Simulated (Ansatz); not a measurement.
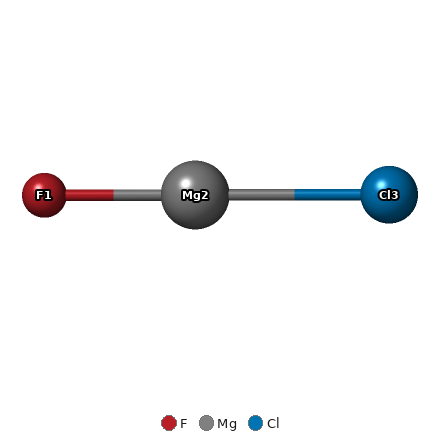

The system is ClFMg, SMILES [F][Mg][Cl]; the picture shows the grid point nearest to the relaxed geometry. 
- Two internal coordinates are moved rigidly from the geometry relaxed at PBE0-D4/def2-TZVP, all others fixed.
- Coordinates scanned: (1) bond F1–Mg2; (2) bond Mg2–Cl3.
- The grid has 7 × 7 points.
- Points are written as (first, second).
- Energies are in kcal/mol, from the lowest grid point.
- Computed with RKS r2SCAN-D4/def2-TZVPP in Ansatz 0.2.0.

Its coordinates:

```xyz
3

F    -1.5294    0.7922   -0.7570
Mg   -0.1589    0.0614   -0.0809
Cl    1.6040   -0.8792    0.7885
```

Range: bond F1–Mg2 from 1.430 to 2.529 Å; bond Mg2–Cl3 from 1.909 to 3.037 Å.

What will the energy surface look like?

The lowest grid point is at (1.694 Å, 2.179 Å). It is the only kind of minimum in the scanned range. The highest grid point, (2.529 Å, 3.037 Å), lies 96 kcal/mol above the lowest. Round the minimum the two coordinates are nearly uncoupled.

```
bond Mg2–Cl3 ↓, bond F1–Mg2 →  1.430  1.537  1.694  1.877  2.079  2.297  2.529
                        3.037     85     56     42     46     59     78     96
                        2.799     71     42     28     31     45     63     82
                        2.575     58     29     15     18     31     49     68
                        2.367     49     19      4      7     21     38     57
                        2.179     45     15      0      3     16     33     51
                        2.019     50     20      5      7     20     37     55
                        1.909     61     31     16     18     30     47     65
```

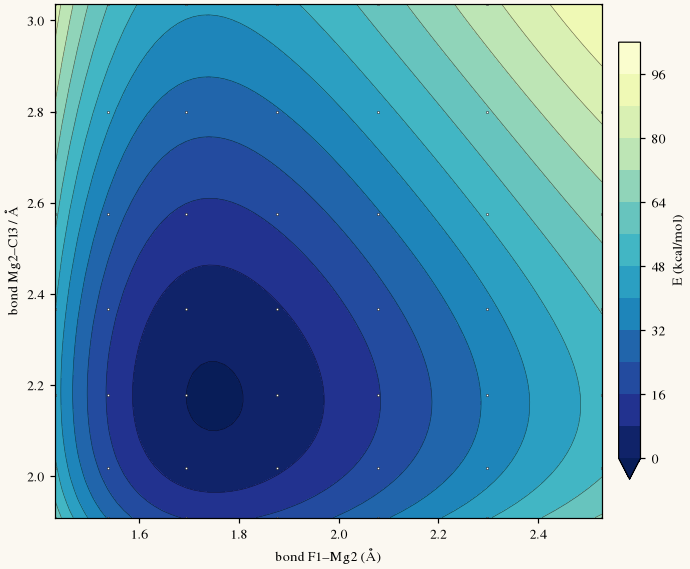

The picture shows filled contours, dots at the grid points. Between grid points the surface is interpolated.
